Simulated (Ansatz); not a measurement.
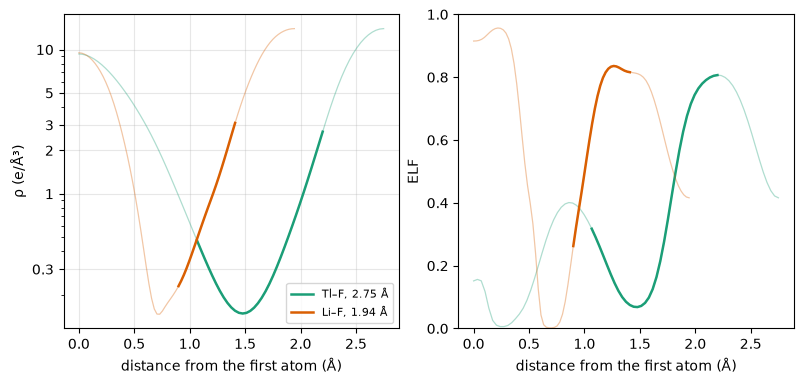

Figure. LiTlF$_{3}$. Valence charge density (pseudo) and electron localisation function along straight lines between neighbouring atoms. Thin, pale parts lie inside the atomic spheres.

Space group Pm-3m; a structure generated by program, which may or may not match a known phase; computed pressure about −5 GPa in this cell; computed without spin polarisation.

The calculation used DFT r2SCAN, scalar-relativistic, plane waves, PAW in Ansatz.

Core electrons are frozen (PAW), and the valence fields are smoothed inside the atomic spheres.

Q: What can be read from the curves?

A: Tl–F (2.75 Å): ρ at the midpoint is about 0.16 e/Å³; the ELF is about 0.10 at the midpoint (no shared electron pair shows on this line).
Li–F (1.94 Å): ρ at the midpoint is about 0.3 e/Å³; the ELF peaks at about 0.85 in the valence shell of F, 0.7 Å from its nucleus, and is about 0.45 at the midpoint.
